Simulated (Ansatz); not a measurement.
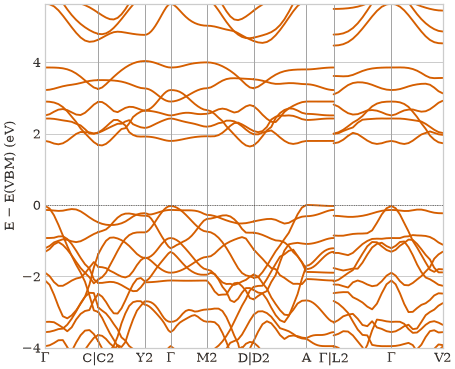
Fig. 1. Band structure from the program Ansatz at the r²SCAN+D4 level (PAW)

Read off the gap and where the band edges lie.

About 1.6 eV (1.64 eV by a search for the band edges); maximum at A, minimum on the M2–D line, 92 % of the way from M2.

The material is V$_{2}$O$_{5}$ in space group C2/m (No. 12; V on 4i, O on 2c, O on 4i, O on 4i).

The first step of the workflow began from a Materials Project structure, measured or hypothetical; the Crystallography Open Database copy checked does not list it. COD files the formula under space group No. 31, 59, so this cell is another polymorph or a model. Its standing as an ambient phase is unchecked. Symmetry was held in the r²SCAN+D4 relaxation; whether a distortion lowers the energy is not shown. No spin polarisation was allowed. No Hubbard U is applied.

Potentials: the later of the program's two PAW sets.
